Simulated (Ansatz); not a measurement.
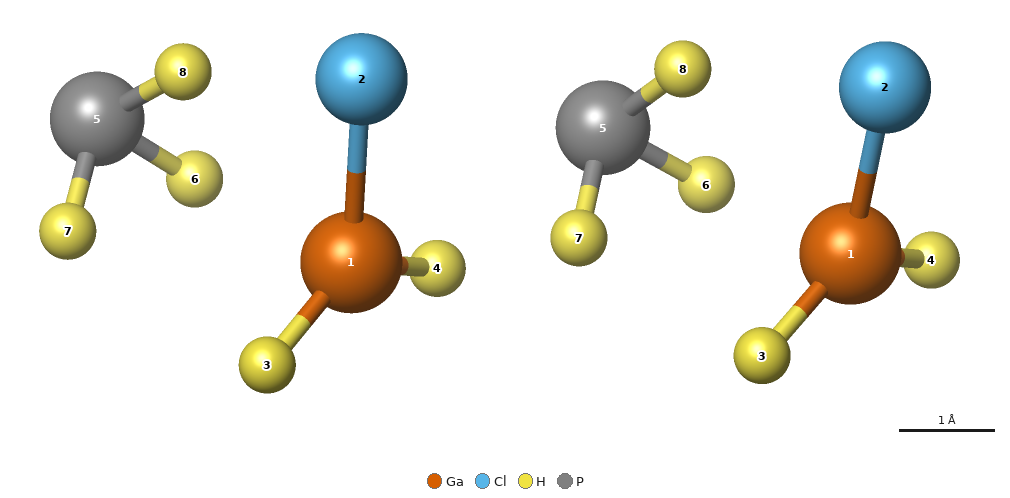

Two geometries of GaPH₅Cl, drawn at one scale. One is the start of a relaxation, the other its converged end. The picture is a ball-and-stick view, seen from a free direction.

Theory: Ansatz 0.2.0, RKS PBE0-D4/def2-SVP. (no spin polarisation; force threshold 0.03 eV/Å; at most 50 steps)

Question: Which of the two is the end point?

Answer: The right one is the relaxed one. The run prepares an end point of a later path (reaction) calculation, from a guessed geometry. The energy falls by 1.13 kcal/mol in 5 geometry steps. Largest force component: 0.63 eV/Å at the start, 0.023 eV/Å at the end. Cl2 moves most after the best rigid fit: 0.25 Å. Largest moves by element: Cl 0.25 Å, H 0.15 Å, Ga 0.11 Å, P 0.10 Å. Near-neighbour distances that change, for instance: Ga1–P5 3.485 → 3.369 Å, Ga1–Cl2 2.219 → 2.170 Å.

Limits of the set-up: the start holds two separate molecules, 2.6 Å apart at their closest, whose relative position is a soft coordinate.
